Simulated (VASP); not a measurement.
Band structure of GaAs (zinc blende). Computed with MS2 meta-GGA, VASP's PBE PAW potentials (set 64) (plane waves; VASP).

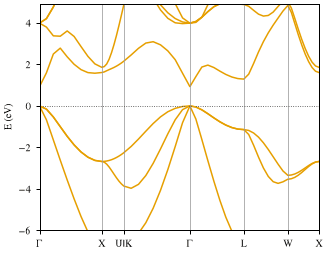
Figure: Bands along high-symmetry lines, zero at the valence-band maximum or, without a gap, the Fermi level

### Question
Read the plot: is there a gap, and where are the band edges?

### Answer
The gap is direct, 0.93 eV, from the valence maximum at Γ to the conduction minimum at Γ.

Measured: gap 1.57 eV (computed value off by -0.64 eV), as given by Wei Chen et al., Physical Review Materials (2018), doi:10.1103/physrevmaterials.2.073803 [zero-point renormalisation of 0.05 eV added back (the table's ZPR column)].

The compound is GaAs in the zinc blende structure. It was relaxed first.
